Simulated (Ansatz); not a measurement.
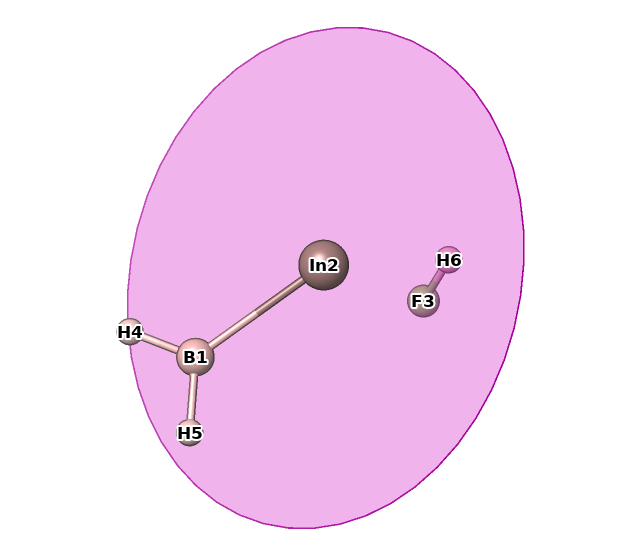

A disc through the centre of mass is drawn in. Depth is shown by fading: the farther an atom, the more it takes the colour of the background. Computed geometry: PBE-D4/def2-SVP optimisation. No frequency run is at hand to confirm it as a minimum.

Is the plane of the disc a mirror plane of the structure?

Answer. No. The point group is Cs, with 1 mirror plane, and this plane isn't one of its mirror planes.
